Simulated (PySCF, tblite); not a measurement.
# C₄H₂F₃S₂+: a rotation path, then NMR shifts on frames

Aim: move C₄H₂F₃S₂+ (`FC(F)(F)c1cs[cH+]s1`) away from its starting geometry and see how NMR shifts follow the geometry.

Computed with tblite 0.8.0 and PySCF 2.14.0, with density-fitted response routines of our own, on a single molecule in the gas phase. Atoms count from 0, in the outputs and in this text.

### Step 1. The starting structure

11 atoms, charge 1, multiplicity 1; geometry from: GFN2-xTB.

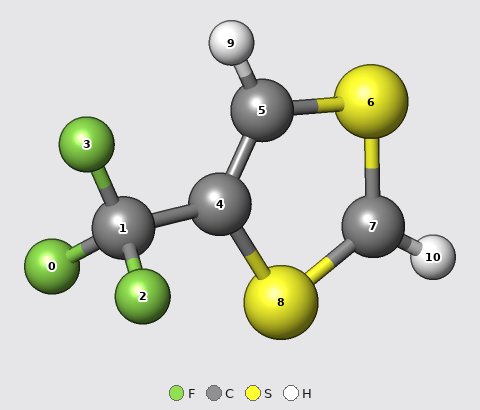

The starting geometry (fluorine green, carbon grey, sulfur yellow, hydrogen white), atoms numbered; sticks join atoms by distance.

### Step 2. The rotation path with GFN2-xTB

The job: settings as JSON, then the geometry in Å.

```
{"job": {"kind": "neb", "xc": "GFN2-xTB", "basis": "xTB", "atoms": [8, 4, 1, 0], "turn": 120}, "charge": 1, "multiplicity": 1}
F     -2.131311    -1.335144    -0.424452
C     -1.740928    -0.163334     0.072951
F     -2.174263    -0.087861     1.329648
F     -2.313906     0.804174    -0.628806
C     -0.225823    -0.044560     0.024697
C      0.443108     0.920956    -0.646293
S      2.152145     0.858364    -0.561553
C      2.182117    -0.510209     0.412335
S      0.729952    -1.209000     0.874242
H     -0.034846     1.704405    -1.215199
H      3.119179    -0.935120     0.736465
```

Level: GFN2-xTB climbing-image nudged elastic band, gas phase.

Launch:

```console
> OMP_NUM_THREADS=1 python probes_run.py task.json out
```

One launch serves the whole session: the jobs run in the order shown.

The log of the run:

```text
image   E - E0 / eV
  0      -0.0000
  1       0.0014
  2       0.0034
  3       0.0059
  4       0.0072
  5       0.0061
  6       0.0036
  7       0.0016
  8      -0.0000
```

Run time: 2.5 s. Hardware: 1 thread of Arm Neoverse V1, shared host; peak memory 0.19 GiB.

The final band, with the dihedral S8–C4–C1–F0:

```csv
image,dihedral (°),energy (eV),energy (kcal/mol)
0,-60,0.000,0.0
1,-44,0.001,0.0
2,-30,0.003,0.1
3,-15,0.006,0.1
4,0,0.007,0.2
5,14,0.006,0.1
6,29,0.004,0.1
7,44,0.002,0.0
8,60,0.000,0.0
```

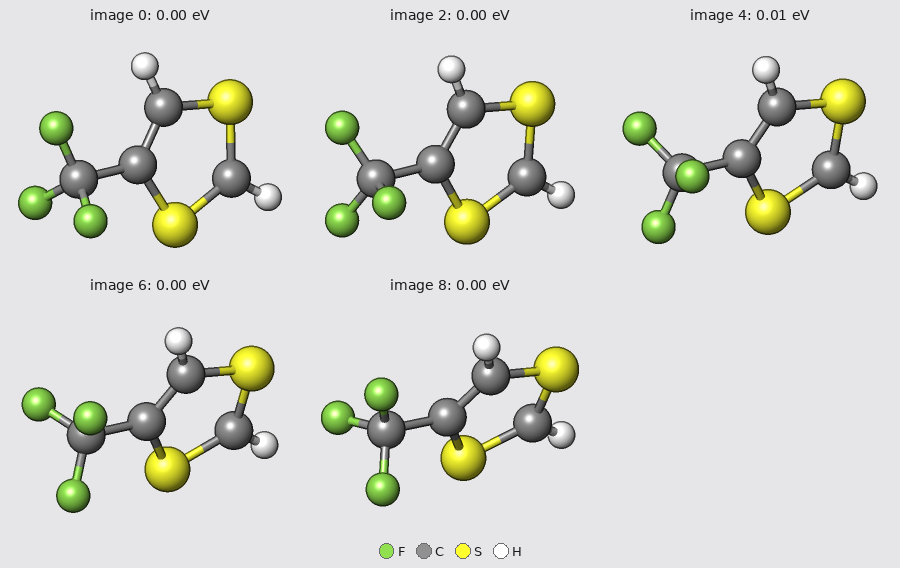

Images along the band.

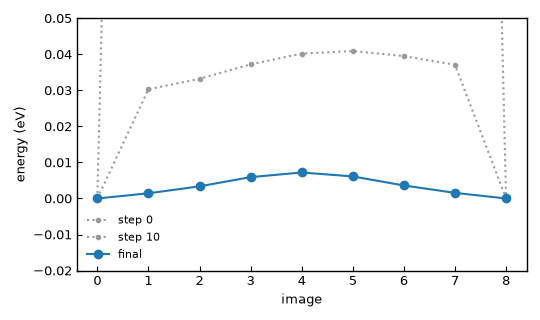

Energy along the band, early and final.

### Step 3. NMR shieldings: image 0, PBE0/pcSseg-1

The job: settings as JSON, then the geometry in Å.

```
{"job": {"kind": "nmr", "xc": "PBE0", "basis": "pcSseg-1", "pop": false}, "charge": 1, "multiplicity": 1}
F     -2.131300    -1.335100    -0.424500
C     -1.740900    -0.163300     0.073000
F     -2.174300    -0.087900     1.329600
F     -2.313900     0.804200    -0.628800
C     -0.225800    -0.044600     0.024700
C      0.443100     0.921000    -0.646300
S      2.152100     0.858400    -0.561600
C      2.182100    -0.510200     0.412300
S      0.730000    -1.209000     0.874200
H     -0.034800     1.704400    -1.215200
H      3.119200    -0.935100     0.736500
```

Level: GIAO PBE0/pcSseg-1 NMR shielding, non-relativistic, gas phase.

The log of the run:

```text
coarse grid: 12096 points
cycle   1  E = -1248.2088763242  dE =  2.201e+00  |g| = 9.066e-01  |ddm| = 3.626e+00
cycle   2  E = -1248.0705434231  dE =  1.383e-01  |g| = 1.359e+00  |ddm| = 1.360e+00
cycle   3  E = -1248.3550619571  dE = -2.845e-01  |g| = 1.032e-01  |ddm| = 7.814e-01
cycle   4  E = -1248.3563556080  dE = -1.294e-03  |g| = 6.648e-02  |ddm| = 1.525e-01
cycle   5  E = -1248.3574304260  dE = -1.075e-03  |g| = 1.995e-02  |ddm| = 8.019e-02
cycle   6  E = -1248.3575248051  dE = -9.438e-05  |g| = 4.700e-03  |ddm| = 2.443e-02
cycle   7  E = -1248.3575302316  dE = -5.427e-06  |g| = 1.707e-03  |ddm| = 6.067e-03
final grid: 113880 points
cycle   8  E = -1248.4341607304  dE = -2.365e-05  |g| = 1.162e-02  |ddm| = 3.060e-02
cycle   9  E = -1248.4341077115  dE =  5.302e-05  |g| = 1.875e-02  |ddm| = 2.658e-02
cycle  10  E = -1248.4341921936  dE = -8.448e-05  |g| = 1.829e-03  |ddm| = 1.702e-02
cycle  11  E = -1248.4341930513  dE = -8.577e-07  |g| = 5.298e-04  |ddm| = 2.140e-03
cycle  12  E = -1248.4341931217  dE = -7.048e-08  |g| = 1.287e-04  |ddm| = 5.930e-04
cycle  13  E = -1248.4341931248  dE = -3.028e-09  |g| = 3.436e-05  |ddm| = 1.221e-04
cycle  14  E = -1248.4341931250  dE = -1.914e-10  |g| = 1.473e-05  |ddm| = 3.746e-05
converged SCF energy = -1248.4341931250

GIAO shielding tensors (ppm)
atom      isotropic    diamagn.    paramagn.     s11        s22        s33       span
  0 F      224.579     470.628    -246.049    153.311    210.688    309.738    156.427
  1 C       59.748     235.792    -176.044     44.466     63.734     71.045     26.579
  2 F      224.725     470.618    -245.894    153.507    210.929    309.739    156.231
  3 F      253.881     471.466    -217.585    190.661    229.789    341.192    150.531
  4 C       20.871     269.562    -248.691    -49.351      9.028    102.936    152.287
  5 C       34.184     255.424    -221.239    -49.783     14.405    137.931    187.714
  6 S       78.260    1054.473    -976.213   -171.645     70.235    336.190    507.835
  7 C      -13.171     266.307    -279.478   -141.412    -36.961    138.860    280.272
  8 S       72.336    1055.023    -982.687   -186.196     44.656    358.548    544.744
  9 H       22.169      29.555      -7.386     17.674     22.872     25.961      8.287
 10 H       20.960      27.174      -6.214     18.454     21.062     23.364      4.910
```

It took 27 s on 1 thread of Arm Neoverse V1, shared host; peak memory 0.81 GiB.

The references, computed at this level on geometries of the same kind, shield at (ppm): 1H TMS 31.72, 13C TMS 186.9, 19F CFCl3 170.9, 33S CS2 504. Their shielding less the atom's gives the shift. The references are single molecules in the gas phase, so shifts against H2O, NH3, PH3, H3PO4 or CFCl3 are not on the usual liquid scales and can be off by tens of ppm. Each atom is listed at this fixed geometry, with no averaging over motion; a spectrum would average atoms that exchange fast.

```csv
atoms,environment,σ (ppm),δ (ppm)
C7,aromatic CH between two ring heteroatoms,-13.2,200.1
C4,substituted aromatic carbon next to the ring sulfur,20.9,166.1
C5,aromatic CH next to the ring sulfur,34.2,152.7
C1,CF3 carbon,59.7,127.2
H10,hydrogen on an aromatic CH between two ring heteroatoms,20.96,10.76
H9,hydrogen on an aromatic CH next to the ring sulfur,22.17,9.55
F0,fluorine of a CF3 group,224.6,-53.6
F2,fluorine of a CF3 group,224.7,-53.8
F3,fluorine of a CF3 group,253.9,-82.9
S8,aromatic ring sulfur,72,431
S6,aromatic ring sulfur,78,425
```

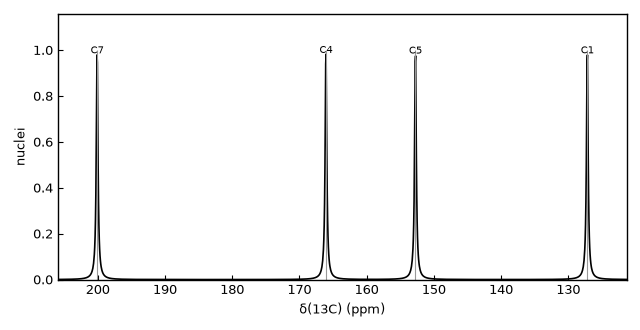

13C lines at the computed shifts, without couplings. Lines are broadened to a width of 0.29 ppm (Lorentzian).

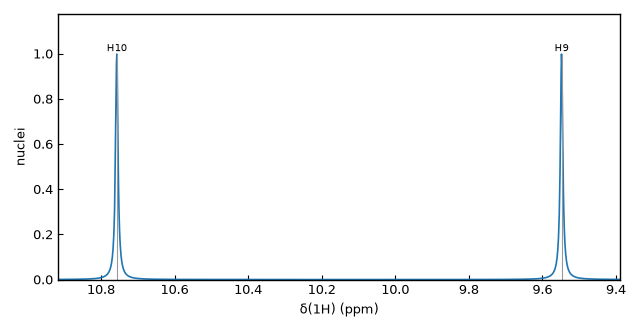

1H lines at the computed shifts, without couplings. Lines are broadened to a width of 0.01 ppm (Lorentzian).

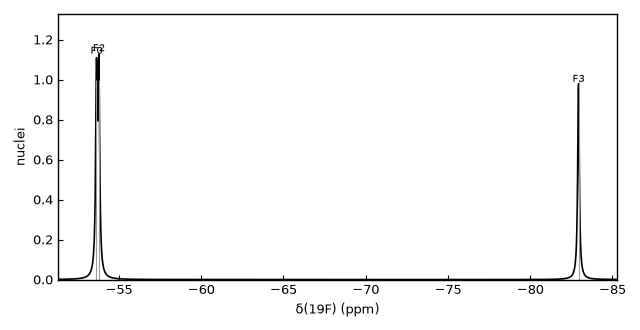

19F lines at the computed shifts, without couplings. Lines are broadened to a width of 0.12 ppm (Lorentzian).

Ring of atoms C4, C5, S6, C7, S8: NICS(0) -12.8, NICS(1) -12.2, NICS(1)zz -26.8 ppm (means of both faces).

The fields below are evaluated on a grid from the run's orbitals.

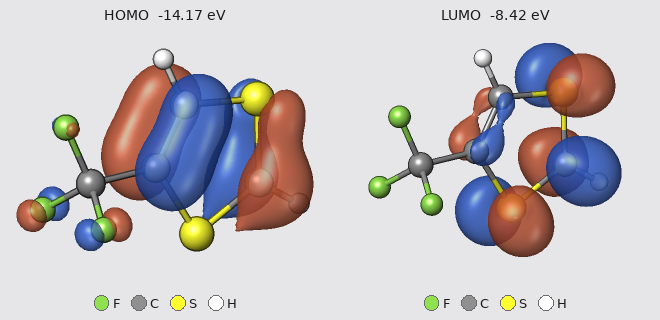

Frontier orbitals at PBE0/pcSseg-1; each surface holds 70 % of the orbital's density, blue and red mark the sign.

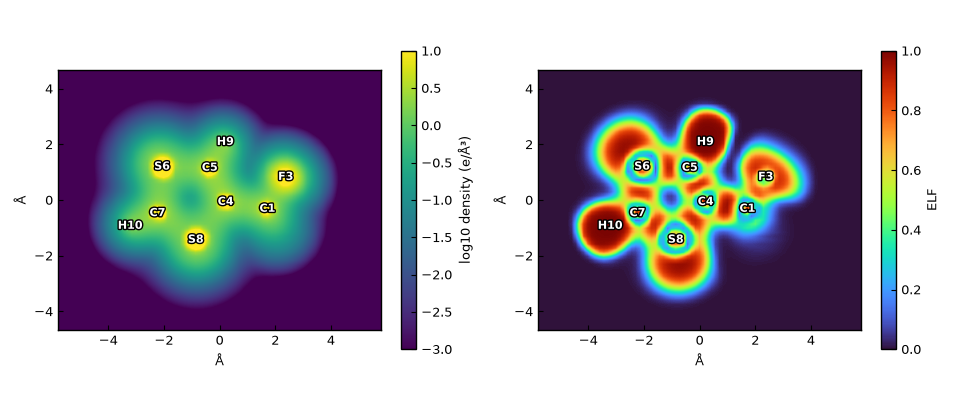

Density (left) and ELF (right) in a plane through or near 9 of the atoms.

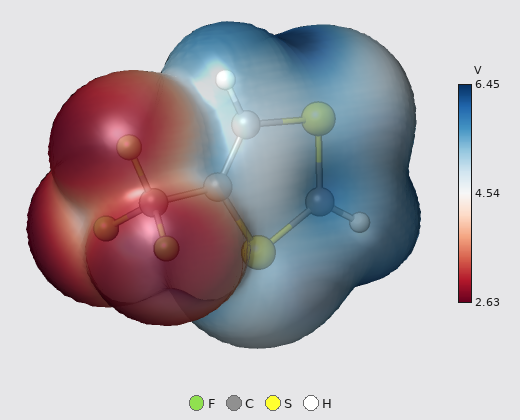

The potential that a unit positive charge feels on the 0.002 e/bohr³ surface, from the 1st to the 99th percentile, from 2.63 V near F0 to 6.45 V near H10.

### Step 4. NMR shieldings: image 2, PBE0/pcSseg-1

The job: settings as JSON, then the geometry in Å.

```
{"job": {"kind": "nmr", "xc": "PBE0", "basis": "pcSseg-1", "pop": false}, "charge": 1, "multiplicity": 1}
F     -2.082600    -1.466600    -0.008800
C     -1.738300    -0.182000     0.045800
F     -2.234600     0.325000     1.172000
F     -2.294600     0.450900    -0.977500
C     -0.226300    -0.046000     0.012200
C      0.439000     1.017300    -0.493700
S      2.147300     0.944400    -0.416900
C      2.180700    -0.560000     0.331200
S      0.728300    -1.323300     0.675800
H     -0.031200     1.876600    -0.946300
H      3.117800    -1.033600     0.580200
```

Method: GIAO PBE0/pcSseg-1 NMR shielding, non-relativistic, gas phase.

The log of the run:

```text
coarse grid: 12096 points
cycle   1  E = -1248.2089311711  dE =  2.208e+00  |g| = 9.059e-01  |ddm| = 3.626e+00
cycle   2  E = -1248.0708828187  dE =  1.380e-01  |g| = 1.357e+00  |ddm| = 1.373e+00
cycle   3  E = -1248.3547779642  dE = -2.839e-01  |g| = 1.033e-01  |ddm| = 7.885e-01
cycle   4  E = -1248.3560799800  dE = -1.302e-03  |g| = 6.612e-02  |ddm| = 1.516e-01
cycle   5  E = -1248.3571440202  dE = -1.064e-03  |g| = 1.970e-02  |ddm| = 7.942e-02
cycle   6  E = -1248.3572364389  dE = -9.242e-05  |g| = 4.494e-03  |ddm| = 2.417e-02
cycle   7  E = -1248.3572414335  dE = -4.995e-06  |g| = 1.674e-03  |ddm| = 6.064e-03
final grid: 113880 points
cycle   8  E = -1248.4337954741  dE = -2.262e-05  |g| = 1.177e-02  |ddm| = 3.043e-02
cycle   9  E = -1248.4337419965  dE =  5.348e-05  |g| = 1.892e-02  |ddm| = 2.704e-02
cycle  10  E = -1248.4338277100  dE = -8.571e-05  |g| = 1.789e-03  |ddm| = 1.734e-02
cycle  11  E = -1248.4338285266  dE = -8.166e-07  |g| = 5.292e-04  |ddm| = 2.106e-03
cycle  12  E = -1248.4338285974  dE = -7.079e-08  |g| = 1.265e-04  |ddm| = 6.031e-04
cycle  13  E = -1248.4338286003  dE = -2.972e-09  |g| = 3.458e-05  |ddm| = 1.262e-04
cycle  14  E = -1248.4338286005  dE = -2.010e-10  |g| = 1.317e-05  |ddm| = 3.404e-05
converged SCF energy = -1248.4338286005

GIAO shielding tensors (ppm)
atom      isotropic    diamagn.    paramagn.     s11        s22        s33       span
  0 F      236.661     470.971    -234.310    176.446    202.551    330.988    154.542
  1 C       59.942     235.711    -175.769     44.554     64.646     70.627     26.073
  2 F      220.477     470.510    -250.033    145.687    212.571    303.173    157.486
  3 F      243.667     471.477    -227.809    183.553    216.266    331.182    147.629
  4 C       20.225     269.183    -248.958    -49.101      9.040    100.735    149.836
  5 C       33.814     255.350    -221.536    -51.894     12.901    140.435    192.329
  6 S       67.409    1054.468    -987.059   -175.166     59.494    317.898    493.065
  7 C      -11.428     266.399    -277.826   -139.715    -35.691    141.124    280.839
  8 S       70.349    1055.190    -984.841   -187.918     49.302    349.663    537.581
  9 H       22.176      29.302      -7.126     17.933     22.787     25.809      7.876
 10 H       21.022      27.219      -6.197     18.518     21.166     23.381      4.863
```

Wall time 21 s (1 thread of Arm Neoverse V1, shared host); peak memory 0.83 GiB.

In short: δ C7 198.4, C4 166.7, C5 153.1, C1 127.0, H10 10.70, H9 9.54 ppm.

(Part 1 of 2 ends here.)
